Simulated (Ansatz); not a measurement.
# Alloy of ZnO and MgO (9 of 48 Zn sites exchanged), 96 atoms, part 2 of 2

Ansatz 0.2.0, PAW. Earlier steps stand in the parts before.

## 3. Single point with HSE06

File in.yaml:

```yaml
crystal:
  lattice:
    - [9.718409, 0.000000, 0.000000]
    - [0.000000, 11.214621, 0.000000]
    - [0.000000, 0.000000, 10.390708]
  atoms:
    - { symbol: Zn, position: [0.167058, 0.082937, 0.249815] }
    - { symbol: Zn, position: [0.998850, 0.334851, 0.248261] }
    - { symbol: Zn, position: [0.000068, 0.332499, 0.747718] }
    - { symbol: Zn, position: [0.499319, 0.082395, 0.251919] }
    - { symbol: Zn, position: [0.333438, 0.332867, 0.749019] }
    - { symbol: Zn, position: [0.165883, 0.582784, 0.247237] }
    - { symbol: Zn, position: [0.166461, 0.583099, 0.748030] }
    - { symbol: Zn, position: [0.001009, 0.832885, 0.248281] }
    - { symbol: Zn, position: [0.999790, 0.833610, 0.748238] }
    - { symbol: Zn, position: [0.833568, 0.083412, 0.249030] }
    - { symbol: Zn, position: [0.832315, 0.084167, 0.749315] }
    - { symbol: Zn, position: [0.666488, 0.332286, 0.750593] }
    - { symbol: Zn, position: [0.499753, 0.582990, 0.247206] }
    - { symbol: Zn, position: [0.500363, 0.583296, 0.748299] }
    - { symbol: Zn, position: [0.332410, 0.832317, 0.249179] }
    - { symbol: Zn, position: [0.333434, 0.832512, 0.748789] }
    - { symbol: Zn, position: [0.834181, 0.582857, 0.247977] }
    - { symbol: Zn, position: [0.833145, 0.585043, 0.747977] }
    - { symbol: Zn, position: [0.666549, 0.832334, 0.250510] }
    - { symbol: Zn, position: [0.666649, 0.834013, 0.749087] }
    - { symbol: Zn, position: [0.998522, 0.166545, 0.497510] }
    - { symbol: Zn, position: [0.001295, 0.165998, 0.999140] }
    - { symbol: Zn, position: [0.334098, 0.167473, 0.499901] }
    - { symbol: Zn, position: [0.333785, 0.165022, 0.999877] }
    - { symbol: Zn, position: [0.167126, 0.415189, 0.498815] }
    - { symbol: Zn, position: [0.165927, 0.416027, 0.997774] }
    - { symbol: Zn, position: [0.001150, 0.665822, 0.497581] }
    - { symbol: Zn, position: [0.999722, 0.667494, 0.997416] }
    - { symbol: Zn, position: [0.664722, 0.166009, 0.001087] }
    - { symbol: Zn, position: [0.500369, 0.416729, 0.498979] }
    - { symbol: Zn, position: [0.499725, 0.417257, 0.998927] }
    - { symbol: Zn, position: [0.332273, 0.665222, 0.497912] }
    - { symbol: Zn, position: [0.332401, 0.666441, 0.997544] }
    - { symbol: Zn, position: [0.166708, 0.914448, 0.498671] }
    - { symbol: Zn, position: [0.166768, 0.916716, 0.998250] }
    - { symbol: Zn, position: [0.832267, 0.417476, 0.499941] }
    - { symbol: Zn, position: [0.666438, 0.666959, 0.497351] }
    - { symbol: Zn, position: [0.667854, 0.667426, 0.997662] }
    - { symbol: Zn, position: [0.833324, 0.916479, 0.999094] }
    - { symbol: Mg, position: [0.165629, 0.083800, 0.747077] }
    - { symbol: Mg, position: [0.500918, 0.084710, 0.749315] }
    - { symbol: Mg, position: [0.332328, 0.333713, 0.247365] }
    - { symbol: Mg, position: [0.667607, 0.335969, 0.247544] }
    - { symbol: Mg, position: [0.668061, 0.169332, 0.497816] }
    - { symbol: Mg, position: [0.835058, 0.417263, 0.996311] }
    - { symbol: Mg, position: [0.498375, 0.914643, 0.498519] }
    - { symbol: Mg, position: [0.499859, 0.916324, 0.000514] }
    - { symbol: Mg, position: [0.835160, 0.915754, 0.497434] }
    - { symbol: O, position: [0.000492, 0.166892, 0.189663] }
    - { symbol: O, position: [0.999010, 0.166388, 0.688165] }
    - { symbol: O, position: [0.333602, 0.166192, 0.190180] }
    - { symbol: O, position: [0.333306, 0.166430, 0.690217] }
    - { symbol: O, position: [0.165939, 0.416394, 0.188110] }
    - { symbol: O, position: [0.166897, 0.416281, 0.688903] }
    - { symbol: O, position: [0.000075, 0.666808, 0.187793] }
    - { symbol: O, position: [0.000307, 0.666895, 0.688025] }
    - { symbol: O, position: [0.665934, 0.167385, 0.192021] }
    - { symbol: O, position: [0.666661, 0.167108, 0.687910] }
    - { symbol: O, position: [0.499384, 0.416404, 0.189072] }
    - { symbol: O, position: [0.500293, 0.416336, 0.689447] }
    - { symbol: O, position: [0.332852, 0.666213, 0.188073] }
    - { symbol: O, position: [0.333366, 0.665990, 0.688416] }
    - { symbol: O, position: [0.166887, 0.916801, 0.188653] }
    - { symbol: O, position: [0.166901, 0.916507, 0.689105] }
    - { symbol: O, position: [0.833660, 0.417266, 0.186132] }
    - { symbol: O, position: [0.832881, 0.417178, 0.690669] }
    - { symbol: O, position: [0.666923, 0.666378, 0.188471] }
    - { symbol: O, position: [0.666337, 0.667290, 0.688127] }
    - { symbol: O, position: [0.499807, 0.916037, 0.190773] }
    - { symbol: O, position: [0.499653, 0.917544, 0.689328] }
    - { symbol: O, position: [0.833355, 0.916262, 0.189992] }
    - { symbol: O, position: [0.833364, 0.917157, 0.688001] }
    - { symbol: O, position: [0.166883, 0.082856, 0.440748] }
    - { symbol: O, position: [0.166990, 0.083064, 0.937494] }
    - { symbol: O, position: [0.999050, 0.333681, 0.438971] }
    - { symbol: O, position: [0.000362, 0.332315, 0.937953] }
    - { symbol: O, position: [0.501167, 0.082812, 0.442696] }
    - { symbol: O, position: [0.500036, 0.082241, 0.939191] }
    - { symbol: O, position: [0.333802, 0.333261, 0.437678] }
    - { symbol: O, position: [0.333413, 0.332652, 0.940101] }
    - { symbol: O, position: [0.166551, 0.581623, 0.437772] }
    - { symbol: O, position: [0.166021, 0.582939, 0.938231] }
    - { symbol: O, position: [0.000709, 0.832218, 0.438249] }
    - { symbol: O, position: [0.999897, 0.834043, 0.938589] }
    - { symbol: O, position: [0.832584, 0.082707, 0.439260] }
    - { symbol: O, position: [0.832754, 0.083743, 0.940126] }
    - { symbol: O, position: [0.666928, 0.334890, 0.437381] }
    - { symbol: O, position: [0.666979, 0.333188, 0.941202] }
    - { symbol: O, position: [0.499801, 0.583271, 0.438141] }
    - { symbol: O, position: [0.500265, 0.583841, 0.938642] }
    - { symbol: O, position: [0.332582, 0.831767, 0.438914] }
    - { symbol: O, position: [0.333553, 0.833303, 0.939330] }
    - { symbol: O, position: [0.833459, 0.583545, 0.438441] }
    - { symbol: O, position: [0.833634, 0.583920, 0.937992] }
    - { symbol: O, position: [0.666864, 0.833898, 0.440244] }
    - { symbol: O, position: [0.666426, 0.834036, 0.939445] }
kpoints:
  mp_grid: { grid: [1, 1, 1] }
hamiltonian:
  xc: hse06
scf:
  occupations: { method: fermi_dirac, width: 0.01 }
output:
  forces: true
  eigenvalues: true
  populations: true
  eigenstates: { kpoints: [[0, 0, 0]], e_range: [-6.0, 6.0], localisation: true }
```

Command:

```
$ ansatz run in.yaml --threads 4 --pin off --max-ram 42750MiB --runs-dir r --events-out ev --progress --plain --backend cuda --devices 0, --max-vram 37GiB
```

The program printed:

```text
Pseudopotentials: kind: paw
Functional definition: HSE06
  parameter a = 0.25
  parameter omega = 0.11/bohr
  exchange = pbe_x - a*pbe_x_sr(omega) + a*exact_x_sr(omega)
  correlation = pbe_c
Crystal: 96 atoms, lattice volume = 1132.465 Å³
Basis set: ecut = 420 eV, 22167 PW (Γ), exchange–correlation on 144×150×144 points (8 copies of the dense FFT grid, shifted against one another)
Bands: 519, of which v1, the nominal top of the filled ones, is band 423 counted from 1 (422 counted from 0)
Symmetry: 1 space group operations
Space group: P1 (ITA 1), of the structure as read, at distance tolerance 1.0e-4 Å
k-points: 1
Non-local potential: Zn, projectors of the file, l = 0: 2, l = 1: 2, l = 2: 3, l = 3: 1
Non-local potential: Mg, projectors of the file, l = 0: 3, l = 1: 2, l = 2: 1
Non-local potential: O, projectors of the file, l = 0: 2, l = 1: 2, l = 2: 1
PAW form: soft (Blöchl's): semilocal exchange-correlation on the pseudo side does not see the compensation charge
PAW frozen core: Zn, regenerated for the run's functional, and the local potential with it (the file was generated under x = pbe(κ = 0.804, μ = 0.2195149727645171), c = pbe(β = 0.06672455060314922))
PAW frozen core: Mg, regenerated for the run's functional, and the local potential with it (the file was generated under x = pbe(κ = 0.804, μ = 0.2195149727645171), c = pbe(β = 0.06672455060314922))
PAW frozen core: O, regenerated for the run's functional, and the local potential with it (the file was generated under x = pbe(κ = 0.804, μ = 0.2195149727645171), c = pbe(β = 0.06672455060314922))
PAW one-centre angular grid: Zn, 590 points (default); XC on 64 Gauss nodes
PAW one-centre angular grid: Mg, 110 points (default); XC on 96 Gauss nodes
PAW one-centre angular grid: O, 110 points (default); XC on 96 Gauss nodes
Initial density: superposition of atomic densities (neutral atoms: chi_scale 0, normalization atom), corrected by the library's trained network
Initial wavefunctions: pseudopotential atomic-orbital guess
Functional: x = pbe(κ = 0.804, μ = 0.2195149727645171), c = pbe(β = 0.06672455060314922), warm-up for x = pbe(κ = 0.804, μ = 0.2195149727645171) + 0.25 (exact − pbe) at short range (hse, ω = 0.20786987370883472 Å⁻¹), c = pbe(β = 0.06672455060314922); HSE06 as pw.x's `hse` composes it (authors' and Libxc's form: `xc: wpbeh`)
SCF iter   1: F=—  HF=-174031.695038 eV  |F-HF|=—  |Δ(HF+E_count)|=         —  Δρ=2.88e-3  dr2=5.88e-2  ethr=1.77e-3  ⟨swp⟩=11.0  Hψ=2402  notcnv=0
preconditioner: auto → none  [insulator: Δε(μ)=1.249 eV  Ē_g=12.916 eV  σ=0.010 eV  W_gap=1.00  n_scr=336 (ndim 8)  ℏωp=30.7 eV  f_vac=0.036  D(μ)=0.00/eV (n_scr^D=0)]
SCF iter   2: F=—  HF=-174031.691184 eV  |F-HF|=—  |Δ(HF+E_count)|=   3.85e-3  Δρ=1.78e-3  dr2=2.46e-2  ethr=6.96e-6  ⟨swp⟩=10.0  Hψ=2060  notcnv=0  defer=2
iter 3 solved again at ethr=1.80e-7 eV; its pass at ethr=2.91e-6 eV (dr2=1.53e-3 eV) is discarded
SCF iter   3: F=—  HF=-174031.682729 eV  |F-HF|=—  |Δ(HF+E_count)|=   8.45e-3  Δρ=5.13e-4  dr2=1.54e-3  ethr=1.80e-7  ⟨swp⟩=10.0  Hψ=2521  notcnv=0  defer=2
SCF iter   4: F=—  HF=-174031.683486 eV  |F-HF|=—  |Δ(HF+E_count)|=   7.57e-4  Δρ=2.97e-4  dr2=4.91e-4  ethr=1.80e-7  ⟨swp⟩=5.0  Hψ=1203  notcnv=0  defer=5
SCF iter   5: F=-174031.683844 eV  HF=-174031.683836 eV  |F-HF|=7.98e-6  |Δ(HF+E_count)|=   3.50e-4  Δρ=6.06e-5  dr2=2.81e-5  ethr=5.80e-8  ⟨swp⟩=3.0  Hψ=1262  notcnv=0
SCF 1 stopped early in 5 iterations: F = -174031.683844 eV  dr2 = 2.81e-5
Initial density: handed on by an earlier stage of this run
Initial wavefunctions: those handed on with the density
Functional: x = pbe(κ = 0.804, μ = 0.2195149727645171) + 0.25 (exact − pbe) at short range (hse, ω = 0.20786987370883472 Å⁻¹), c = pbe(β = 0.06672455060314922); HSE06 as pw.x's `hse` composes it (authors' and Libxc's form: `xc: wpbeh`)
Exchange kernel: α = 0.2500, screened, ω = 0.2079 Å⁻¹, Wigner–Seitz truncation, v(0) = 923.0112 eV·Å³, q-mesh 1×1×1, nearest image of the exchange supercell L = 9.72 Å, pair-density grid 48×54×50, without the augmentation charges, whose exchange is taken in its separable form (sized by the pseudopotential files, 72×75×72 at the most), smooth part of the exact exchange by density-matrix convolution [...]
Frozen-core exchange: fock
SCF iter   1: F=—  HF=-174029.350285 eV  |F-HF|=—  |Δ(HF+E_count)|=         —  Δρ=2.40e-2  dr2=3.57e0  ethr=3.32e-8  ⟨swp⟩=15.0  Hψ=3410  notcnv=0
preconditioner: auto → none  [insulator: Δε(μ)=3.065 eV  Ē_g=15.829 eV  σ=0.010 eV  W_gap=1.00  n_scr=336 (ndim 8)  ℏωp=30.7 eV  f_vac=0.037  D(μ)=0.00/eV (n_scr^D=0)]
SCF iter   2: F=—  HF=-174028.228618 eV  |F-HF|=—  |Δ(HF+E_count)|=    1.12e0  Δρ=4.31e-3  dr2=1.58e-1  ethr=3.32e-8  ⟨swp⟩=6.0  Hψ=2594  notcnv=0
SCF iter   3: F=—  HF=-174028.543391 eV  |F-HF|=—  |Δ(HF+E_count)|=   3.15e-1  Δρ=5.39e-3  dr2=1.60e-1  ethr=3.32e-8  ⟨swp⟩=6.0  Hψ=2483  notcnv=0
SCF iter   4: F=—  HF=-174028.516891 eV  |F-HF|=—  |Δ(HF+E_count)|=   2.65e-2  Δρ=2.03e-3  dr2=2.08e-2  ethr=3.32e-8  ⟨swp⟩=4.0  Hψ=1943  notcnv=0
SCF iter   5: F=—  HF=-174028.541272 eV  |F-HF|=—  |Δ(HF+E_count)|=   2.44e-2  Δρ=9.92e-4  dr2=6.93e-3  ethr=3.32e-8  ⟨swp⟩=5.0  Hψ=1991  notcnv=0
SCF iter   6: F=—  HF=-174028.538951 eV  |F-HF|=—  |Δ(HF+E_count)|=   2.32e-3  Δρ=4.17e-4  dr2=1.96e-3  ethr=3.32e-8  ⟨swp⟩=4.0  Hψ=1901  notcnv=0
SCF iter   7: F=-174028.538417 eV  HF=-174028.538422 eV  |F-HF|=4.76e-6  |Δ(HF+E_count)|=   5.29e-4  Δρ=4.21e-5  dr2=3.42e-5  ethr=3.32e-8  ⟨swp⟩=4.0  Hψ=1451  notcnv=0
SCF 2 stopped early in 7 iterations: F = -174028.538417 eV  dr2 = 3.42e-5
  Residual-converged pass: ⟨swp⟩=4.0  Hψ=1456  notcnv=0  max |occ|·‖R‖ = 4.9e-6 eV (tolerance 6.7e-6 eV)  dr2=3.44e-5  dr2_onsite=1.59e-6  max |Δocc| = 0.0e0
[... from here the SCF cycle lines were not kept, up to the last twenty ...]
hybrid outer 1: dexx = +4.945e-1 eV, tail = 1.38e-3 eV
SCF iter   1: F=—  HF=-174028.516500 eV  |F-HF|=—  |Δ(HF+E_count)|=         —  Δρ=6.42e-5  dr2=3.01e-5  ethr=8.13e-7  ⟨swp⟩=9.0  Hψ=1201  notcnv=0
preconditioner: auto → none  [insulator: Δε(μ)=2.974 eV  Ē_g=15.598 eV  σ=0.010 eV  W_gap=1.00  n_scr=336 (ndim 8)  ℏωp=30.7 eV  f_vac=0.048  D(μ)=0.00/eV (n_scr^D=0)]
SCF iter   2: F=—  HF=-174028.516563 eV  |F-HF|=—  |Δ(HF+E_count)|=   6.30e-5  Δρ=2.74e-5  dr2=6.62e-6  ethr=3.05e-9  ⟨swp⟩=5.0  Hψ=1926  notcnv=0
SCF iter   3: F=—  HF=-174028.516561 eV  |F-HF|=—  |Δ(HF+E_count)|=   2.08e-6  Δρ=9.44e-6  dr2=4.88e-7  ethr=5.66e-10  ⟨swp⟩=4.0  Hψ=1310  notcnv=0
SCF iter   4: F=—  HF=-174028.516563 eV  |F-HF|=—  |Δ(HF+E_count)|=   1.86e-6  Δρ=6.14e-6  dr2=2.96e-7  ethr=4.29e-11  ⟨swp⟩=8.0  Hψ=1724  notcnv=0  defer=2
SCF iter   5: F=-174028.516562 eV  HF=-174028.516563 eV  |F-HF|=5.68e-8  |Δ(HF+E_count)|=   1.37e-8  Δρ=2.56e-6  dr2=6.68e-8  ethr=3.46e-11  ⟨swp⟩=4.0  Hψ=1164  notcnv=0
SCF 3 converged in 5 iterations: F = -174028.516562 eV  dr2 = 6.68e-8
  Residual-converged pass: ⟨swp⟩=3.0  Hψ=1175  notcnv=0  max |occ|·‖R‖ = 2.3e-6 eV (tolerance 3.1e-6 eV)  dr2=6.88e-8  dr2_onsite=4.00e-9  max |Δocc| = 0.0e0
hybrid outer 2: dexx = +2.661e-5 eV, tail = 3.76e-7 eV, Δε = 3.71e-3 eV (about 8.12e-5 eV left of the loop's levels), ΔF = 3.63e-3 eV/Å (tail 6.59e-4)
NSCF: frozen V_eff on 1 k-points
hybrid SCF converged: 2 outer / 12 inner (+5 warm-up), last move |dexx| = 2.66e-5 eV, tail = 3.76e-7 eV
Stability not checked: this state was not tested for a lower state beside it, because the functional holds exact exchange (a hybrid, or Hartree-Fock), whose exchange loop this test does not read (fock_operator; see scf.lower_state_search)
Free energy (F): -174028.516559 eV
Harris-Foulkes:  -174028.516559 eV  (|F-HF|=5.68e-8)
Internal energy: -174028.516559 eV  (E = F + TS)
E sigma→0 (E₀):  -174028.516559 eV
Fermi energy:    7.177981 eV
--- Per-component energies (eV) ---
  E_band       = -3528.152506
  E_kinetic    = 14270.226293
  E_local      = -95337.800734  (includes V_loc(G=0)·N_el)
  E_nonlocal   = 27434.329551
  E_hartree    = 38521.471395
  E_xc         = -7275.509744
  E_vxc        = -5465.408005  (∫ρ·V_xc dr)
  E_exx        = -3037.281933  (= α·E_x^exact, valence–valence)
  E_paw        = -80626.306163  (= ΣΔE_a)
  E_vpaw       = -15397.974131  (= ΣTr[D̂ρ^β])
  E_aug_tail   = 0.104236  (compensation charges beyond the density's cutoff)
  E_ewald      = -68001.141942
  E_core_change = 23.392400  (= ΣΔE_core)
  E_smearing   = -0.000000  (= −TS)
  E_closure    = 0.000083  (closes the sum)
  Σ components = -174028.516559   (vs F -174028.516559, Δ=0.00e0)
--- Forces (eV/Å), atoms counted from 1 ---
  atom   1  Zn    -0.00661235    -0.00387415    -0.00300898
  atom   2  Zn     0.01409734    -0.03349524    -0.00269036
[... 49 atoms left out ...]
  atom  52  O     -0.00159648    -0.14755347     0.10666663
[... 6 atoms left out ...]
  atom  59  O      0.00299720    -0.15033781     0.10762448
[... 16 atoms left out ...]
  atom  76  O     -0.12946326     0.08972061     0.06513572
[... 6 atoms left out ...]
  atom  83  O     -0.13410351     0.08518206     0.06679442
[... 3 atoms left out ...]
  atom  87  O      0.00581645    -0.15258657    -0.08094832
[... 3 atoms left out ...]
  atom  91  O      0.14156311     0.08296299     0.06605222
[... 2 atoms left out ...]
  atom  94  O      0.00537900    -0.16008053     0.05618663
  atom  95  O     -0.00201718     0.14217502     0.09979412
[... 1 atom left out ...]
  max |Σ_I F_I| component: 3.61e-4 eV/Å
--- Band table (eV) ---
  k-point 0: bands = [... 411 lower levels ..., "5.0923", "5.1693", "5.1782", "5.2417", "5.2959", "5.3029", "5.3189", "5.3267", "5.3876", "5.6452", "5.6772", "5.6895", "8.6638", "11.0327", "11.1015", "11.3330", "11.4057", "11.6919", "11.7079", "12.6211", "12.6468", "12.6753", "12.7434", "12.8238", ... 84 higher levels ...]
--- Löwdin populations: 96 sites ---
  site symbol       q [e]
     0     Zn     10.5257
     1     Zn     10.5291
[... 94 atoms left out ...]
  spilling = 0.008983 (of n_electrons = 846.000000)
```

Run time: 52 s. Hardware: 1 × NVIDIA H100 80GB HBM3 with 4 threads of AMD EPYC 7R13, shared host; peak host memory 4.2 GiB.

At the Γ point alone the filled levels end at 5.689 eV and the empty ones begin at 8.664 eV, a spacing of 2.97 eV.

The states next to the gap (eigenstates.tsv), from the top filled level:

```tsv
level (eV)	spin	filling	atoms sharing it	main element	its share	largest atom
-0.39	both	2.00	57.7	O	0.74	–
-0.37	both	2.00	52.1	O	0.74	–
-0.36	both	2.00	40.6	O	0.75	–
-0.30	both	2.00	34.2	O	0.74	–
-0.04	both	2.00	61.1	O	0.77	–
-0.01	both	2.00	68.5	O	0.75	–
0.00	both	2.00	56.9	O	0.75	–
2.97	both	0.00	94.0	Zn	0.47	–
```

On these atoms HSE06 leaves forces up to 0.18 eV/Å (on O59), as they were relaxed at another level of theory (and may have been on other k points).

## 4. Summary of results

What follows sums up all 2 parts. Changes of volume or cell count from the first structure of part 1.

| level | time | k points | top filled to lowest empty (eV) |
| --- | --- | --- | --- |
| PBEsol, relaxation | 12 s (GPU) | (¼, ¼, ¼) | 2.08 |
| HSE06 | 52 s (GPU) | Γ | 2.97 |

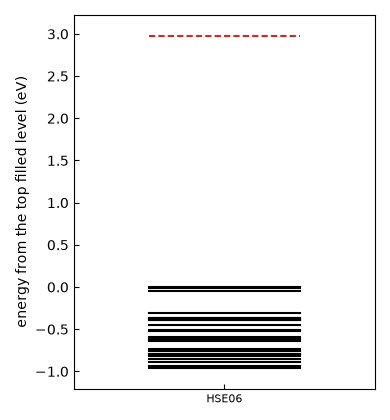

Levels near the gap by HSE06: filled black, empty red and dashed.

```
     quantity                                                                        value
   relaxation                                             6 recorded steps, 0.80 eV gained
largest shift                                                                0.09 Å (Mg43)
 relaxed cell  a = 9.718 Å, b = 11.215 Å, c = 10.391 Å, α = 90.00°, β = 90.00°, γ = 90.00°
   mean bonds                                                     Mg–O 1.969, O–Zn 1.972 Å
```

**Reading.** The relaxation lowers the energy by 0.80 eV; the largest shift is 0.09 Å (Mg43), while the volume changes by +0.0 %. The mean lengths differ by only 0.00 Å, over all coordinations together. Rows on different k points differ by sampling as well as by level. With one k point the spacing samples only the states that fold onto it, so it can exceed the gap over the zone.
